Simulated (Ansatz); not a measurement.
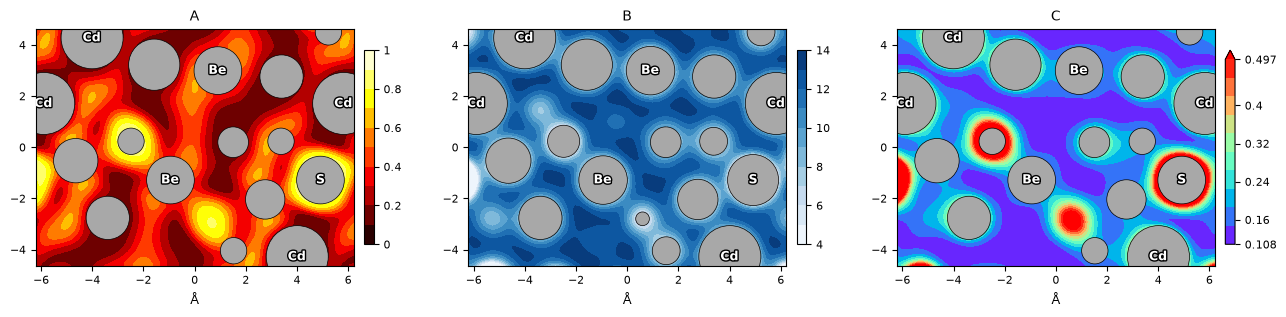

Be$_{3}$Cd$_{2}$S: 3 fields on the (111) plane of the conventional cell, with unlabelled colour scales. Grey discs cover the atomic cores.

Space group R-3m; a structure generated by program, which may or may not match a known phase.

Level of theory: DFT PBE, scalar-relativistic, plane waves, PAW in Ansatz 0.2.0.

Question: Which field does each panel show? The fields are: electron localisation function, electrostatic potential energy of an electron and valence pseudo-density.

Answer: Panel A: electron localisation function. Panel B: electrostatic potential energy of an electron (low next to the atoms, rising into the space between them). Panel C: valence pseudo-density. From the grid: Cd–S (3.13 Å): ρ at the midpoint is about 0.15 e/Å³; the ELF is about 0.10 at the midpoint: no localised pair shows between them.
